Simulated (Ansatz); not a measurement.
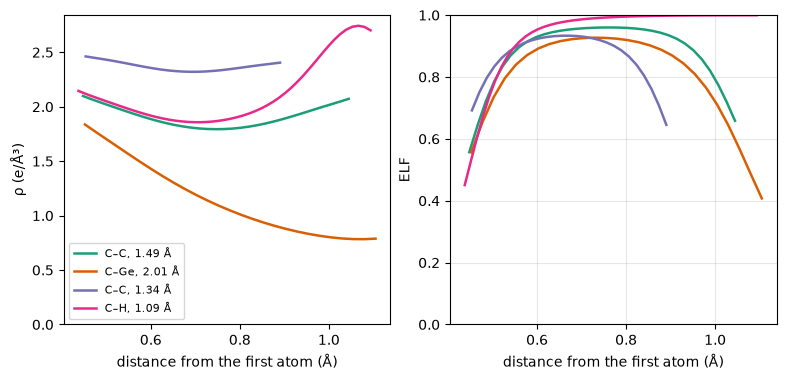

Figure. C4H4Ge (SMILES C1=C[CH]=[Ge]=[CH]1). Total electron density and ELF along straight lines between neighbouring atoms. The curves leave out the atomic cores.

Geometry: PBE0-D4/def2-SVP.

All numbers below come from isolated molecule in a Gaussian basis; Kohn-Sham density functional theory, functional PBE0 in Ansatz.

Input file:

```
crystal:
  periodic: [false, false, false]
  atoms:
    - symbol: C
      position_ang: [-1.607235, -1.787807, -1.090080]
    - symbol: C
      position_ang: [-0.760030, -1.866430, -2.316126]
    - symbol: C
      position_ang: [-0.784513, -0.807009, -3.142883]
    - symbol: C
      position_ang: [-2.323806, -0.664194, -0.915406]
    - symbol: Ge
      position_ang: [-2.012510, 0.615325, -2.432509]
    - symbol: H
      position_ang: [-1.613805, -2.633872, -0.390163]
    - symbol: H
      position_ang: [-0.159975, -2.768712, -2.493831]
    - symbol: H
      position_ang: [-0.195299, -0.777890, -4.063840]
    - symbol: H
      position_ang: [-2.971761, -0.520290, -0.046140]
basis:
  gaussian:
    orbitals: def2-TZVPD
output: {forces: true, orbitals: {seedname: orbitals}}
hamiltonian:
  xc: {name: PBE0}
```

Command:

```sh
ansatz run input.yaml --threads 2 --pin off --max-ram 5220MiB --events-out events.jsonl --progress --plain --runs-dir runs
```

What can be read from the curves?

Answer. C–C (1.49 Å): ρ at the midpoint is about 1.8 e/Å³; the ELF peaks at about 0.95 between the atoms, as expected for a shared electron pair.
C–Ge (2.01 Å): the density is about 0.8 e/Å³ at the midpoint; the ELF peaks at about 0.95 in the valence shell of C, 0.7 Å from its nucleus, and is about 0.70 at the midpoint.
C–C (1.34 Å): ρ is about 2.3 e/Å³ halfway; the ELF peaks at about 0.95 between the atoms; a short, multiple covalent bond.
C–H (1.09 Å): ρ at the midpoint is about 2 e/Å³; the ELF climbs to about 1 towards the hydrogen, as it does in any bond to H: a covalent bond by its length.
